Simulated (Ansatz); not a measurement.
Relaxed C (graphite type, space group P6_3/mmc):

```
C
1.0
    2.46498     0.00000     0.00000
   -1.23249     2.13473     0.00000
    0.00000     0.00000     6.72886
C
4
Cartesian
  0.00000   0.00000   1.68222
  0.00000   0.00000   5.04665
  0.00000   1.42316   1.68222
  1.23249   0.71158   5.04665
```

Two-dimensional scan of atom 1 (C, nearest neighbour C at 1.423 Å; its periodic images, 2.5 Å or more away, move with it): u runs along (0.707, 0.707, 0.000), v along (0.000, 0.000, 1.000) (Cartesian). Cell and other atoms are fixed.

The numbers are results of PBE-D3(BJ) (plane waves to 420 eV, PAW, scalar-relativistic; Ansatz, an electronic-structure program), not measurements. k mesh 12×12×4 (Γ-centred), Fermi-Dirac smearing 0.05 eV. E stands for the smeared free energy. Compression counts positive. Points where atoms come too close for the PAW data are left out (x in tables, blank in figures). With partly filled bands, energies and forces of such displacements shift with the k mesh and the smearing. C was relaxed with its symmetry unable to fall. The PAW data are Ansatz's earlier set. ΔE is measured from the undisplaced structure. Axes are in Å.

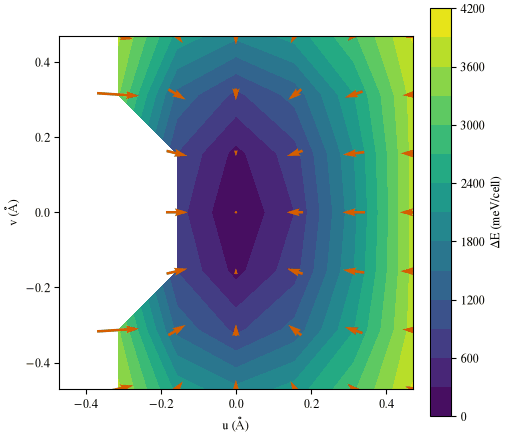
ΔE (meV/cell) over the plane, with arrows for the in-plane force on the moved atom.

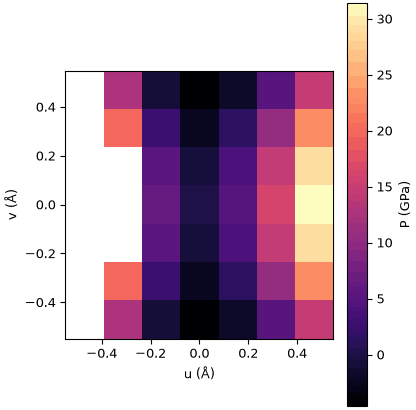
Figure. P (GPa) over the 7×7 grid of computed points.

Lowest place on the grid: u = 0.000 Å, v = 0.000 Å (0 meV/cell).

(A displaced cell: forces are minus the slopes of the energy, force constants its curvatures, and phonons follow from these.)
